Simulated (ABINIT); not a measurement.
# Quasiparticle gap of InP (F-43m) in ABINIT, part 3 of 3

Aim: the G0W0 gap of InP (F-43m) on PBE, step by step.

ABINIT 10.8.3; PBE and many-body steps on it, plane waves. Known limits of the many-body steps: not at the basis limit; mesh may overstate the screening; no spin-orbit coupling; coarse k mesh.

So far. Step 4 (Empty states on the mesh, 4×4×4 mesh, 102 bands): On this mesh the gap is 0.709 eV. Step 5 (Screening, 4×4×4 mesh, 94 bands, screening to 136.1 eV): Local fields lower ε∞ by 5 %. On a Γ-centred mesh this coarse the value itself is usually too large, while a short band sum pulls it down.

The database entry behind the starting cell differs from later determinations by our own check (0.1 to 0.3 % short, probably kX units), so it need not match the best structure at ambient conditions.

**6. Self-energy, 4×4×4 mesh, 94 bands, screening to 136.1 eV**

The self-energy is evaluated for the states that the input lists, and the levels follow from it, in one-shot runs by the linearised quasiparticle equation.

This step: G0W0 on PBE, plane waves, norm-conserving pseudopotentials.

The input, run.abi:

```
acell 3*1.0 Angstrom
rprim 
  0.000000000000 2.930500000000 2.930500000000
  2.930500000000 -0.000000000000 2.930500000000
  2.930500000000 2.930500000000 0.000000000000
ntypat 2
znucl 49 15
natom 2
typat 1 2
xred 
  0.000000000000 0.000000000000 0.000000000000
  0.250000000000 0.250000000000 0.250000000000
pp_dirpath "pseudos"
pseudos "In.upf, P.upf"
ecut 33
ngkpt 4 4 4
nshiftk 1
shiftk 0 0 0
kptopt 1
chksymbreak 0
istwfk *1
occopt 1
irdwfk 1
optdriver 4
nband 94
gwcalctyp 0
ecutsigx 33
symsigma 1
nkptgw 1
kptgw 
  0.0000000000 0.0000000000 0.0000000000
bdgw 
  11 17
ecuteps 5
irdscr 1
ppmodel 1
indata_prefix "in"
outdata_prefix "out"
tmpdata_prefix "tmp"
```

Command:

```sh
$ OMP_NUM_THREADS=1 mpirun -n 8 abinit run.abi > log
```

Numbers of over 12 decimals in the logs are rounded to 6 here.

What it wrote:

```text
.Version 10.8.3 of ABINIT. v10.8.2 released Aug 2026.

 Symmetries : space group F-4 3 m (#216); Bravais cF (face-center cubic)
[... echo of the input left out ...]
== DATASET  1 ==================================================================
-   mpi_nproc: 8, omp_nthreads: 1 (-1 if OMP is not activated)

--- !DatasetInfo
iteration_state: {dtset: 1, }
dimensions: {natom: 2, nkpt: 8, mband: 94, nsppol: 1, nspinor: 1, nspden: 1, mpw: 3119, }
cutoff_energies: {ecut:  33.0, pawecutdg:  -1.0, }
electrons: {nelect:   2.60000000E+01, charge:   0.00000000E+00, occopt:   1.00000000E+00, tsmear:   1.00000000E-02, }

 SIGMA: Calculation of the GW corrections

 Based on a program developped by R.W. Godby, V. Olevano, G. Onida, and L. Reining.
 Incorporated in ABINIT by V. Olevano, G.-M. Rignanese, and M. Torrent.
.Using double precision arithmetic ; gwpc =  8

[... cell and pseudopotentials left out ...]
--------------------------------------------------------------------------------

 ==== K-mesh for the wavefunctions ====
 Number of points in the irreducible wedge :     8
[... list of points left out ...]
 Together with 24 symmetry operations and time-reversal symmetry
 yields    64 points in the full Brillouin Zone.

 ==== Q-mesh for screening function ====
 Number of points in the irreducible wedge :     8
[... list of points left out ...]
 Together with 24 symmetry operations and time-reversal symmetry
 yields    64 points in the full Brillouin Zone.

 vcoul_init : cutoff-mode = AUXILIARY_FUNCTION
 q-points for optical limit:   1
     1)      0.000010    0.000020    0.000030
 setmesh: FFT mesh size selected  =    45x   45x   45
          total number of points  =        91125

 Number of electrons calculated from density =   26.0000; Expected =   26.0000
 average of density, n =  0.076546
 r_s =    1.4610
 omega_plasma =   26.6880 [eV]

 === KS Band Gaps ===
  >>>> For spin  1
   Minimum direct gap =   0.7091 [eV], located at k-point      :   0.0000  0.0000  0.0000
   Fundamental gap    =   0.7091 [eV], Top of valence bands at :   0.0000  0.0000  0.0000
                                       Bottom of conduction at :   0.0000  0.0000  0.0000
 SIGMA fundamental parameters:
 PLASMON POLE MODEL  1
 number of plane-waves for SigmaX                 3119
 number of plane-waves for SigmaC and W            169
 number of plane-waves for wavefunctions          3119
 number of bands                                    94
 number of independent spin polarizations            1
 number of spinorial components                      1
 number of k-points in IBZ                           8
 number of q-points in IBZ                           8
 number of symmetry operations                      24
 number of k-points in BZ                           64
 number of q-points in BZ                           64
 number of frequencies for dSigma/dE                 9
 frequency step for dSigma/dE [eV]                0.25
 number of omega for Sigma on real axis              0
 max omega for Sigma on real axis  [eV]           0.00
 zcut for avoiding poles [eV]                     0.10

 EPSILON^-1 parameters (SCR file):
 dimension of the eps^-1 matrix on file            169
 dimension of the eps^-1 matrix used               169
 number of plane-waves for wavefunctions          3119
 number of bands                                    94
 number of q-points in IBZ                           8
 number of frequencies                               2
 number of real frequencies                          1
 number of imag frequencies                          1

 matrix elements of self-energy operator (all in [eV])

 Perturbative Calculation

--- !SelfEnergy_ee
iteration_state: {dtset: 1, }
kpoint     : [   0.000,    0.000,    0.000, ]
spin       : 1
KS_gap     :    0.709
QP_gap     :    1.368
Delta_QP_KS:    0.659
data: !SigmaeeData |
     Band     E0 <VxcDFT>   SigX SigC(E0)      Z dSigC/dE  Sig(E)    E-E0       E
       11   4.964 -12.923 -14.819   1.303   0.776  -0.288 -13.384  -0.461   4.504
       12   4.964 -12.923 -14.819   1.303   0.776  -0.288 -13.384  -0.461   4.504
       13   4.964 -12.923 -14.819   1.303   0.776  -0.288 -13.384  -0.461   4.504
       14   5.673 -11.725  -7.716  -3.758   0.791  -0.264 -11.527   0.198   5.872
       15   9.052 -10.790  -6.317  -4.152   0.795  -0.257 -10.535   0.255   9.307
       16   9.052 -10.790  -6.317  -4.152   0.795  -0.257 -10.535   0.255   9.307
       17   9.052 -10.790  -6.317  -4.152   0.795  -0.257 -10.535   0.255   9.307

== END DATASET(S) ==============================================================
================================================================================

 -outvars: echo values of variables after computation  --------
           etotal      0.0000000000E+00
            nband          94
             nkpt           8
          spgroup         216
 [... the other variables as echoed above ...]

 Calculation completed.
```

Wall time 2.8 s (8 MPI ranks of INTEL XEON PLATINUM 8581C at 2.30GHz (Emerald Rapids), shared host); peak memory 0.17 GiB; 20 s of CPU time.

This step gave:

| Property | Result |
| --- | --- |
| G0W0 gap on the points computed | 1.368 eV |
| starting gap on the mesh | 0.7091 eV |
| k of the valence top | 0, 0, 0 |
| k of the conduction bottom | 0, 0, 0 |
| Z at the valence top | 0.776 |
| Z at the conduction bottom | 0.791 |
| least direct G0W0 gap on the computed points | 1.368 eV |

The gap on the mesh goes from 0.71 eV to 1.37 eV, a correction of +0.66 eV.

Limits: finite bands, cutoff and mesh; no spin-orbit coupling; coarse k mesh. v1 is the top filled band, c1 the lowest empty one. The levels before and after the correction (eV, zero at the valence-band top of each column):

|  | conduction bottom | valence top |
| --- | --- | --- |
| Kohn-Sham | 0.71 | 0.00 |
| G0W0 | 1.37 | 0.00 |

|  | level | energy (eV) |
| --- | --- | --- |
| Kohn-Sham | Γ v3-v1 | 0.000 |
| Kohn-Sham | Γ c1 | 0.709 |
| Kohn-Sham | Γ c2-c4 | 4.087 |
| G0W0 | Γ v3-v1 | 0.000 |
| G0W0 | Γ c1 | 1.368 |
| G0W0 | Γ c2-c4 | 4.803 |

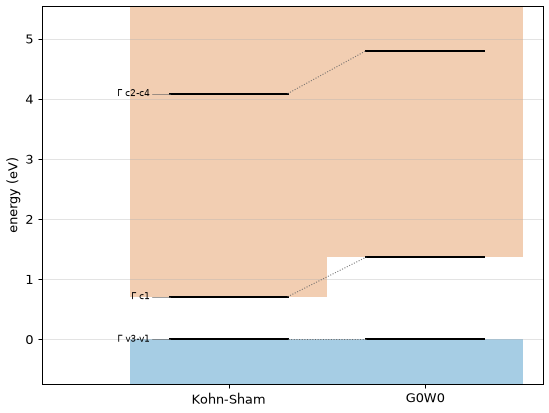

Levels before and after the correction. Shaded: valence and conduction bands.

**7. Where the time went**

Times are wall times on 8 MPI ranks of INTEL XEON PLATINUM 8581C at 2.30GHz (Emerald Rapids), shared host, good to a factor of about two.

| step | time | share | memory (GiB) |
| --- | --- | --- | --- |
| ground state | 5.6 s | 14 % | 0.67 |
| bands along the symmetry lines | 6.9 s | 17 % | 0.6 |
| empty states on the mesh | 15 s | 39 % | 4.6 |
| screening | 8.9 s | 22 % | 1.2 |
| self-energy | 2.8 s | 7 % | 0.17 |

**8. What came out**

| Item | Value |
| --- | --- |
| PBE gap | 0.71 eV, direct |
| G0W0 gap on the mesh | 1.37 eV |
| GW settings | 4×4×4 mesh, 94 bands, screening to 136.1 eV, Godby-Needs plasmon pole |
| known limits | not at the basis limit; mesh may overstate the screening; no spin-orbit coupling; coarse k mesh |

What this shows: G0W0 moves the gap on the mesh from 0.71 eV to 1.37 eV (+0.66 eV), with Z of 0.78 and 0.79 at the edges. Local fields lower the RPA ε∞ on this mesh from 46.93 to 44.44; a Γ-centred mesh this coarse tends to raise both, most where the direct gap is narrow, while a short band sum lowers them. Only 1 of the mesh's irreducible points was corrected, so a valley elsewhere could overtake. The dearest step here is «empty states on the mesh». Bands and cutoff are finite, so the gap is not at the basis limit. The miss can reach some tenths of an eV and take either sign; the mesh is an error of its own. In the G0W0 run levels were corrected at 1 k point alone, so a gap called «on the mesh» is the least over those, and an edge elsewhere would be missed. The 4×4×4 mesh is coarse for this cell, which bears on the long-range parts of exchange and screening. The RPA ε∞ on this mesh reaches over 25; with a narrow direct gap a coarse mesh can overstate it, and the correction is then too small. The many-body steps are scalar-relativistic: spin-orbit coupling is not in them.

[Paths, hosts, dates, memory and timing lines, banners, echoed tables and standing remarks are left out of the program output.]

[Logs are printed without paths, hosts, clocks, repeated set-up lines and the standing remarks that a program may print on its own settings, such as how far it seeks lower states.]

[Runs of the session that timed out or met a known fault of the program may be left out.]

[Hosts, paths, dates, database ids (printed as entryN), source tags and the programs' standing remarks are cut or masked in the printed files.]

[G0W0 gaps are taken among the corrected bands and points alone; a level outside them can change the order at an edge.]

[Where Ansatz stands beside ABINIT at settings called matched, ABINIT's density can come from a denser mesh and the files from another edition; pairs whose starting gaps differed by over 0.03 eV were left out, so agreement reads better than it is.]
